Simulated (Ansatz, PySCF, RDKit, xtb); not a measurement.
**Isomers of WNH3SO2, a sample narrowed down**

A sample of isomers of WNH3SO2 is drawn. Aim: find which of them has the lowest free energy at 298.15 K, then its properties. The sample is small against all isomers, and the most stable one of this formula need not be in it. One structure proposed beforehand is put among the starts (marked given), to see whether the search confirms or beats it.

Plan: many cheap relaxations first (GFN2-xTB), then density-functional screening, relaxation at PBE0-D4/def2-SVP, vibrations and a final energy. The numbers are computed, not measured.

1 further run of the same task is left out (set aside as unsound or not needed).

## (1) Possible bonding patterns

Isomers were drawn by moving bonds and hydrogen atoms under normal valences; this is a sample, not all of them. O–O, O–halogen and N–halogen bonds and N–N–N chains are not drawn. That gives 1 candidate.

```
label                    SMILES     spin
 c258  [NH2][W](=[O])([OH])=[S]  singlet
```

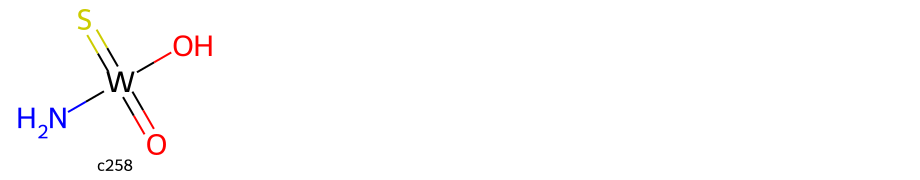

Structural formulas of the candidates.

Candidates are built by distance geometry, with a force field where one applies, in up to four conformers (letters a to d). 6 more come from a given structure, shaken or with two atoms exchanged.

## (2) Cheap relaxation of all starts

All 10 starts are relaxed the same way. One of them, c523 (given structure shaken), in full:

The input, start.xyz:

```xyz
8
c523
N     -0.796953     1.404677     0.820744
O      1.645104    -0.050069     1.657510
O      0.369198    -1.649668    -0.459989
S      1.275412     0.565651    -2.052421
W      0.602049     0.113002    -0.754687
H     -0.692350     1.574448     0.201296
H     -0.900039     1.438715     1.055176
H     -0.681019    -3.002122    -0.333488
```

Command:

```console
$ xtb start.xyz --gfn 2 --opt --uhf 2
```

What it wrote (excerpt; [...] marks lines left out):

```text
* xtb version 6.7.1
[...]
          :  # basis functions                  35          :
[...]
          :  # electrons                        32          :
[...]
          :  Hamiltonian                  GFN2-xTB          :
[...]
          :  net charge                          0          :
          :  unpaired electrons                  2          :
[...]
   *** convergence criteria satisfied after 53 iterations ***
[...]
   *** GEOMETRY OPTIMIZATION CONVERGED AFTER 31 ITERATIONS ***
[...]
   *** convergence criteria satisfied after 4 iterations ***
[...]
         ::                     SUMMARY                     ::
         :::::::::::::::::::::::::::::::::::::::::::::::::::::
         :: total energy             -18.256401805893 Eh    ::
         :: gradient norm              0.000343208163 Eh/a0 ::
         :: HOMO-LUMO gap              1.433533696663 eV    ::
         ::.................................................::
         :: SCC energy               -18.344360602402 Eh    ::
         :: -> isotropic ES            0.047448715594 Eh    ::
         :: -> anisotropic ES         -0.000776223901 Eh    ::
         :: -> anisotropic XC          0.000717506303 Eh    ::
         :: -> dispersion             -0.005872932332 Eh    ::
         :: repulsion energy           0.087958796509 Eh    ::
         :: add. restraining           0.000000000000 Eh    ::
         :: total charge               0.000000000000 e     ::
         :::::::::::::::::::::::::::::::::::::::::::::::::::::
[...]
        17        1.0000           -0.3192686              -8.6877 (HOMO)
        18                         -0.2665872              -7.2542 (LUMO)
[...]
     #   Z          covCN         q      C6AA      α(0)
     1   7          2.595    -0.370    29.571     8.076
     2   8          0.830    -0.445    22.618     6.376
     3   8          1.633    -0.434    21.536     6.264
     4  16          0.935    -0.141   145.025    20.369
     5  74          3.469     0.668   441.790    46.358
     6   1          0.860     0.204     1.085     1.632
     7   1          0.860     0.196     1.125     1.661
     8   1          0.805     0.323     0.656     1.273
[...]
     #   Z sym  total        # sym  WBO       # sym  WBO       # sym  WBO
 ---------------------------------------------------------------------------
     1   7      3.201 --     5      1.160     7      0.887     6      0.886
                             4      0.133
     2   8      2.405 --     5      2.181
     3   8      2.325 --     5      1.306     8      0.845
     4  16      1.625 --     5      1.344     1      0.133
     5  74      6.164 --     2      2.181     4      1.344     3      1.306
                             1      1.160
     6   1      0.958 --     1      0.886
     7   1      0.960 --     1      0.887
     8   1      0.896 --     3      0.845
 ---------------------------------------------------------------------------
[...]
molecular dipole:
                 x           y           z       tot (Debye)
 q only:       -1.557      -0.332      -0.196
   full:       -1.978      -1.444       0.227       6.251
molecular quadrupole (traceless):
[...]
          | TOTAL ENERGY              -18.256401805893 Eh   |
          | GRADIENT NORM               0.000343208163 Eh/α |
          | HOMO-LUMO GAP               1.433533696663 eV   |
           -------------------------------------------------
[...]
```

Wall time 0.24 s (2 threads of Arm Neoverse V1, shared host).

## (3) The minima found

10 of the 10 relaxations converged; 5 ended on a minimum already found. 5 distinct structures remain:

```
label    start              SMILES after     spin  energy (kcal/mol)           note
 c620  altered  [NH2][W](=[O])([OH])=[S]  singlet                0.0               
 c066  altered   [NH][W]([O])[S].[OH2] ‡  singlet               52.9  loosely bound
 c523  altered  [NH2][W]([O])([OH])[S] ‡  triplet               55.7               
 c953  altered   [N][W]([OH])[S].[OH2] ‡  triplet               94.6  loosely bound
 c145  altered  [NH2][S]([O])([OH])[W] ‡  triplet              122.1
```

‡ marks the bonded skeleton alone, with all bonds drawn single: no Lewis structure was assigned that passes a check against the bond lengths.

GFN2-xTB has no spin polarisation, so it can't rank spin states and is rough for open shells.

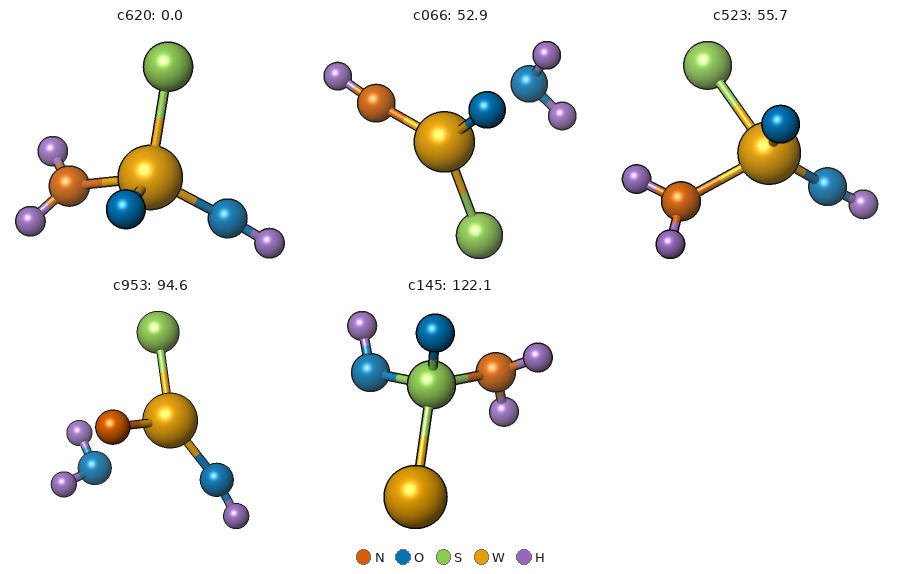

The 5 lowest minima that did not fall apart, with their GFN2-xTB energies in kcal/mol.

## (4) Single points on the low minima

A choice of the minima (the low ones first, few conformers of a pattern, up to a cap) and the lowest that fell apart get a single point at r2SCAN-D4/def2-SVP on the tight-binding geometry. The lowest singlets are also tried as triplets at the same geometry (label ending in t). The first, c620:

The input, input.yaml:

```yaml
basis:
  gaussian: {orbitals: def2-SVP}
crystal:
  periodic: [false, false, false]
  atoms:
    - symbol: "N"
      position_ang: [-0.753255, 1.356738, 0.401492]
    - symbol: O
      position_ang: [1.757024, -0.080039, 0.922133]
    - symbol: O
      position_ang: [-0.294104, -1.649365, -0.542145]
    - symbol: S
      position_ang: [1.300040, 0.758434, -2.119821]
    - symbol: W
      position_ang: [0.527056, -0.023843, -0.225228]
    - symbol: H
      position_ang: [-1.253752, 2.045658, -0.173814]
    - symbol: H
      position_ang: [-0.874732, 1.645714, 1.380155]
    - symbol: H
      position_ang: [-0.561296, -2.575297, -0.617760]
scf: {lower_state_search: "off"}
hamiltonian: {xc: {name: r2SCAN}, dispersion: d4}
output: {orbitals: {seedname: orbitals}}
```

Command:

```console
$ ansatz run input.yaml --threads 2 --pin off --max-ram 5220MiB --events-out events.jsonl --progress --plain --runs-dir runs
```

What it wrote (excerpt; [...] marks lines left out):

```text
Warning: RAYON_NUM_THREADS=2 ignored (pool sized by the plan → 2); use --threads N
Functional definition: r2SCAN
  name "r2SCAN"
[...]
1144 factors; their error is unknown
[...]
mean field -18288.70381025 eV, -672.0974684979 hartree, gradient 1.5e-6 eV, S^2 0.000000; 0 other end points of the search recorded, 0 dependent functions left out
reference -18288.70383252 eV, -672.0974693162 hartree; 28, 28 occupied and 79, 79 virtual orbitals, 1144 factors
Total energy: -18288.75485855 eV, -672.0993444885 hartree
Checks for a lower state left out: stability, starts, cluster_reference, orbital_swaps, neighbouring_geometries, increment
```

Run time: 2.9 s. Hardware: 2 threads of Arm Neoverse V1, shared host.

Relative energies in kcal/mol, each column from its lowest structure that stays in one piece:

```
label                    SMILES     spin  GFN2-xTB  r2SCAN-D4/def2-SVP
 c620  [NH2][W](=[O])([OH])=[S]  singlet       0.0                 0.0
 c523  [NH2][W]([O])([OH])[S] ‡  triplet      55.7                61.0
 c066   [NH][W]([O])[S].[OH2] ‡  singlet      52.9                72.4
c066t   [NH][W]([O])[S].[OH2] ‡  triplet         –                97.3
 c953   [N][W]([OH])[S].[OH2] ‡  triplet      94.6               109.9
```

‡ marks the bonded skeleton alone, with all bonds drawn single: no Lewis structure was assigned that passes a check against the bond lengths.

## (5) Third filter: density-functional geometries

3 candidates are relaxed at PBE0-D4/def2-SVP (chosen among the lowest in one piece, with other spins of them). The first, c620:

Changes to input.yaml since step 4:

```diff
@@ -1,3 +1 @@
-basis:
-  gaussian: {orbitals: def2-SVP}
 crystal:
@@ -5,3 +3,3 @@
   atoms:
-    - symbol: "N"
+    - symbol: N
       position_ang: [-0.753255, 1.356738, 0.401492]
@@ -21,4 +19,11 @@
       position_ang: [-0.561296, -2.575297, -0.617760]
-scf: {lower_state_search: "off"}
-hamiltonian: {xc: {name: r2SCAN}, dispersion: d4}
-output: {orbitals: {seedname: orbitals}}
+basis:
+  gaussian:
+    orbitals: def2-SVP
+hamiltonian:
+  xc: {name: PBE0}
+  dispersion: d4
+scf:
+  lower_state_search: off
+relax:
+  f_tol: 0.003
```

Command:

```console
$ ansatz run input.yaml --threads 2 --pin off --max-ram 5220MiB --events-out events.jsonl --progress --plain --runs-dir runs
```

What it wrote (excerpt; [...] marks lines left out):

```text
Warning: RAYON_NUM_THREADS=2 ignored (pool sized by the plan → 2); use --threads N
[...]
Functional definition: PBE0
  name "PBE0"
[...]
1122 factors; integrals over basis functions are off by at most 2.7e-4 eV
[...]
mean field -18280.61405894 eV, -671.8001756206 hartree, gradient 2.2e-6 eV, S^2 0.000000; 0 other end points of the search recorded, 0 dependent functions left out
[...]
reference -18280.61410719 eV, -671.8001773940 hartree; 28, 28 occupied and 79, 79 virtual orbitals, 1122 factors
relax step   1: F+E_penalty+E_count = -18280.80222581 eV  Δ(F+E_penalty+E_count) = +0.000e0 eV  max|allowed force component| = 2.060e0 eV/Å  Δτ_max = 0.0000 Å  (18 SCF iters, accepted)
[...]
relax step   9: F+E_penalty+E_count = -18280.99961812 eV  Δ(F+E_penalty+E_count) = -3.877e-3 eV  max|allowed force component| = 6.262e-2 eV/Å  Δτ_max = 0.0461 Å  (24 SCF iters, accepted)
[...]
Total energy: -18281.02020638 eV, -671.8151012639 hartree
Atom 0 at    -0.741319     1.337219     0.395567 Å, force     0.000004    -0.000076     0.000182 eV/Å
Atom 1 at     1.751941    -0.035051     1.007978 Å, force    -0.000953     0.000016    -0.000011 eV/Å
Atom 2 at    -0.290905    -1.712350    -0.227347 Å, force    -0.000206    -0.000321    -0.000214 eV/Å
Atom 3 at     1.275217     0.537409    -2.094270 Å, force    -0.000692    -0.000088     0.001117 eV/Å
Atom 4 at     0.519311    -0.012023    -0.162681 Å, force     0.001652     0.000408    -0.001360 eV/Å
Atom 5 at    -1.325918     1.884210    -0.230580 Å, force    -0.000005    -0.000032    -0.000001 eV/Å
Atom 6 at    -0.793298     1.685147     1.349536 Å, force     0.000177     0.000124    -0.000054 eV/Å
Atom 7 at    -0.548047    -2.206561    -1.013191 Å, force     0.000023    -0.000031     0.000340 eV/Å
Dipole moment:    -0.848823     0.099935     0.019342 e Å
Checks for a lower state left out: stability, starts, cluster_reference, orbital_swaps, neighbouring_geometries, increment
```

Run time: 93 s. Hardware: 2 threads of Arm Neoverse V1, shared host.

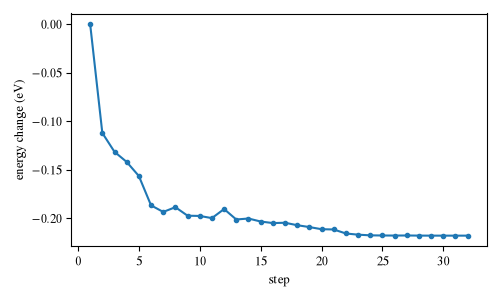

Energy along the run, all evaluated steps.

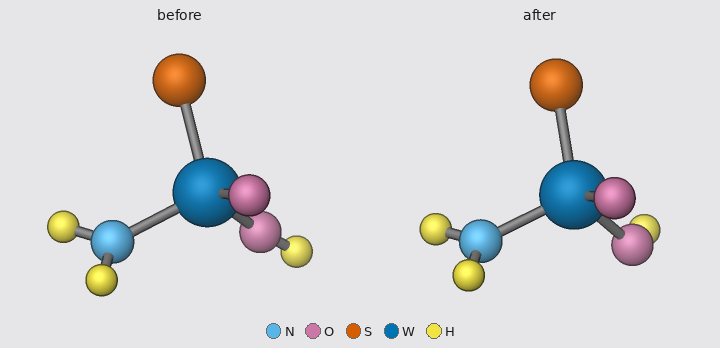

Before and after, at one scale.

After the run. Bond lengths: N1–W5 1.929 Å, O2–W5 1.700 Å, O3–W5 1.885 Å, S4–W5 2.146 Å, N1–H6 1.016 Å, N1–H7 1.017 Å, O3–H8 0.963 Å. Angles: N1–W5–O2 106.5°, N1–W5–O3 111.1°, N1–W5–S4 108.2°, O2–W5–O3 108.9°, O2–W5–S4 111.6°, O3–W5–S4 110.6°, W5–N1–H6 125.0°, W5–N1–H7 123.0°, W5–O3–H8 127.3°, H6–N1–H7 111.4°.

## (6) Ranking at PBE0-D4/def2-SVP

```
label     spin  r2SCAN-D4/def2-SVP (kcal/mol)  PBE0-D4/def2-SVP, relaxed (kcal/mol)     time                                    note
 c620  singlet                            0.0                                   0.0     93 s                                        
 c066  singlet                           72.4                                  46.5     98 s  rearranged to [NH][W]([O])([OH2])[S] ‡
 c523  triplet                           61.0                                  54.1  3.9 min
```

‡ marks the bonded skeleton alone, with all bonds drawn single: no Lewis structure was assigned that passes a check against the bond lengths.

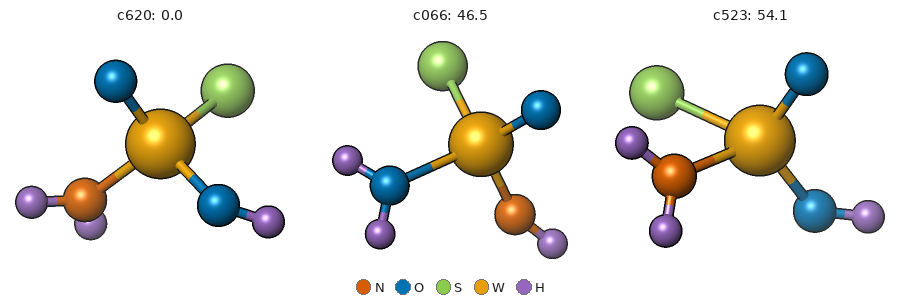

The relaxed structures, with energies at PBE0-D4/def2-SVP in kcal/mol.

## (7) Vibrations and thermal terms

The lowest few in one piece go on as finalists. Harmonic vibrations at PBE0-D4/def2-SVP test each finalist and give the zero-point energy and the thermal terms. The first, c620:

The input, input.yaml:

```yaml
crystal:
  periodic: [false, false, false]
  atoms:
    - {symbol: N, position_ang: [-0.741319, 1.337219, 0.395567]}
    - {symbol: O, position_ang: [1.751941, -0.035051, 1.007978]}
    - {symbol: O, position_ang: [-0.290905, -1.712350, -0.227347]}
    - {symbol: S, position_ang: [1.275217, 0.537409, -2.094270]}
    - {symbol: W, position_ang: [0.519311, -0.012023, -0.162681]}
    - {symbol: H, position_ang: [-1.325918, 1.884210, -0.230580]}
    - {symbol: H, position_ang: [-0.793298, 1.685147, 1.349536]}
    - {symbol: H, position_ang: [-0.548047, -2.206561, -1.013191]}
basis:
  gaussian: {orbitals: def2-SVP}
phonons: {}
hamiltonian: {xc: pbe0, dispersion: d4}
scf: {lower_state_search: off}
```

Command:

```console
$ ansatz run input.yaml --threads 2 --pin off --max-ram 5220MiB --events-out events.jsonl --progress --plain --runs-dir runs
```

What it wrote (excerpt; [...] marks lines left out):

```text
Warning: RAYON_NUM_THREADS=2 ignored (pool sized by the plan → 2); use --threads N
Functional definition: PBE0
  name "PBE0"
[...]
1124 factors; integrals over basis functions are off by at most 2.4e-4 eV
[...]
mean field -18280.83027027 eV, -671.8081212404 hartree, gradient 1.8e-6 eV, S^2 0.000000; 0 other end points of the search recorded, 0 dependent functions left out
[...]
reference -18280.83031961 eV, -671.8081230537 hartree; 28, 28 occupied and 79, 79 virtual orbitals, 1124 factors
[...]
1124 factors; integrals over basis functions are off by at most 2.4e-4 eV
mean field -18280.83014754 eV, -671.8081167304 hartree, gradient 2.6e-6 eV, S^2 0.000000; 0 other end points of the search recorded, 0 dependent functions left out
[...]
reference -18280.83019688 eV, -671.8081185437 hartree; 28, 28 occupied and 79, 79 virtual orbitals, 1124 factors
[...]
Atom 1 at     1.751941    -0.035051     1.007978 Å, force    -0.001189     0.000011    -0.000140 eV/Å
Atom 2 at    -0.290905    -1.712350    -0.227347 Å, force    -0.000234    -0.000398    -0.000278 eV/Å
Atom 3 at     1.275217     0.537409    -2.094270 Å, force    -0.000714    -0.000175     0.001026 eV/Å
Atom 4 at     0.519311    -0.012023    -0.162681 Å, force     0.001919     0.000574    -0.001108 eV/Å
Atom 5 at    -1.325918     1.884210    -0.230580 Å, force    -0.000058    -0.000017     0.000033 eV/Å
Atom 6 at    -0.793298     1.685147     1.349536 Å, force     0.000137     0.000169    -0.000039 eV/Å
Atom 7 at    -0.548047    -2.206561    -1.013191 Å, force     0.000034     0.000017     0.000339 eV/Å
Dipole moment:    -0.848822     0.099934     0.019341 e Å
Vibrations: 164.29 184.26 210.49 217.15 246.71 266.79 355.27 493.91 539.69 555.38 664.31 724.40 732.94 1031.35 1507.06 3582.19 3687.36 3916.98 cm⁻¹, zero-point energy 1.182841 eV
Checks for a lower state left out: stability, starts, cluster_reference, orbital_swaps, neighbouring_geometries, increment
```

It took 2 min on 2 threads of Arm Neoverse V1, shared host.

## (8) Zero-point energy and free-energy terms

At 298.15 K and 1 atm, ideal gas, rigid rotor and harmonic oscillator:

```
label                    SMILES     spin  point group  lowest mode (cm⁻¹)  zero-point (kcal/mol)  G − E (kcal/mol)
 c620  [NH2][W](=[O])([OH])=[S]  singlet           C1                 164                   27.3               6.4
 c066  [NH][W]([O])([OH2])[S] ‡  singlet           C1                  95                   27.3               5.6
 c523  [NH2][W]([O])([OH])[S] ‡  triplet           C1                 120                   26.7               4.8
```

Chiral structures get −RT ln 2 for their mirror image.

‡ marks the bonded skeleton alone, with all bonds drawn single: no Lewis structure was assigned that passes a check against the bond lengths.

## (9) The final energy

Each finalist gets a single point at CCSD(T)/def2-SVP + MP2/def2-TZVPP - MP2/def2-SVP.

c620, CCSD(T)/def2-SVP:

Changes to input.yaml since step 7:

```diff
@@ -12,5 +12,6 @@
 basis:
-  gaussian: {orbitals: def2-SVP}
-phonons: {}
-hamiltonian: {xc: pbe0, dispersion: d4}
-scf: {lower_state_search: off}
+  gaussian:
+    orbitals: def2-SVP
+correlation:
+  method: ccsd_t
+  frozen_orbitals: {H: 0, O: 1, S: 5, W: 0, "N": 1}
```

Command:

```console
$ ansatz run input.yaml --threads 2 --pin off --max-ram 5220MiB --events-out events.jsonl --progress --plain --runs-dir runs
```

What it wrote (excerpt; [...] marks lines left out):

```text
Warning: RAYON_NUM_THREADS=2 ignored (pool sized by the plan → 2); use --threads N
Functional definition: HF
  name "HF"
[...]
1029 factors; integrals over basis functions are off by at most 8.9e-4 eV
[...]
mean field -18222.46434081 eV, -669.6632128947 hartree, gradient 2.1e-6 eV, S^2 0.000000; 1 other end points of the search recorded, 0 dependent functions left out
8 core orbitals not correlated: weight in the atoms' cores, before any rotation towards them, 1.000 or more for the frozen orbitals, at most 0.000 for the correlated occupied ones
reference -18222.46434081 eV, -669.6632128947 hartree; 20, 20 occupied and 79, 79 virtual orbitals, 1029 factors
second order -29.20291366 eV of doubles, -0.00000000 eV of singles
cycle   1  -26.26069400 eV  change     2.9e0 eV  update   2.9e-1
[...]
cycle  14  -28.08605058 eV  change    1.5e-5 eV  update   3.7e-6
perturbative correction -1.40136994 eV, -0.0514993955 hartree
Total energy: -18251.95176133 eV, -670.7468556116 hartree
```

It took 23 s on 2 threads of Arm Neoverse V1, shared host; peak memory 0.57 GiB.

## (10) c620 at MP2/def2-TZVPP

Changes to input.yaml since step 9:

```diff
@@ -3,3 +3,3 @@
   atoms:
-    - {symbol: N, position_ang: [-0.741319, 1.337219, 0.395567]}
+    - {symbol: "N", position_ang: [-0.741319, 1.337219, 0.395567]}
     - {symbol: O, position_ang: [1.751941, -0.035051, 1.007978]}
@@ -13,5 +13,5 @@
   gaussian:
-    orbitals: def2-SVP
+    orbitals: def2-TZVPP
 correlation:
-  method: ccsd_t
+  method: mp2
   frozen_orbitals: {H: 0, O: 1, S: 5, W: 0, "N": 1}
```

Command:

```console
$ ansatz run input.yaml --threads 2 --pin off --max-ram 5220MiB --events-out events.jsonl --progress --plain --runs-dir runs
```

What it wrote:

```text
Warning: RAYON_NUM_THREADS=2 ignored (pool sized by the plan → 2); use --threads N
Functional definition: HF
  name "HF"
  exchange = exact_x
  correlation = 0
1463 factors; integrals over basis functions are off by at most 1.0e-3 eV
mean field evaluation 1: about -18223.8679 eV, gradient 7.4e1 eV
mean field evaluation 2: about -18224.1694 eV, gradient 7.4e1 eV
mean field evaluation 4: about -18233.9748 eV, gradient 1.2e1 eV
mean field evaluation 8: about -18234.3174 eV, gradient 1.2e0 eV
mean field evaluation 16: about -18234.3219 eV, gradient 1.3e-6 eV
mean field -18234.32188401 eV, -670.0989695702 hartree, gradient 1.4e-6 eV, S^2 0.000000; 2 other end points of the search recorded, 0 dependent functions left out
8 core orbitals not correlated: weight in the atoms' cores, before any rotation towards them, 1.000 or more for the frozen orbitals, at most 0.000 for the correlated occupied ones
reference -18234.32188401 eV, -670.0989695702 hartree; 20, 20 occupied and 205, 205 virtual orbitals, 1463 factors
second order -37.74914553 eV of doubles, -0.00000000 eV of singles
Total energy: -18272.07102954 eV, -671.4862250811 hartree
```

It took 8.1 s on 2 threads of Arm Neoverse V1, shared host; peak memory 0.56 GiB.

[end of part 1 of 2]
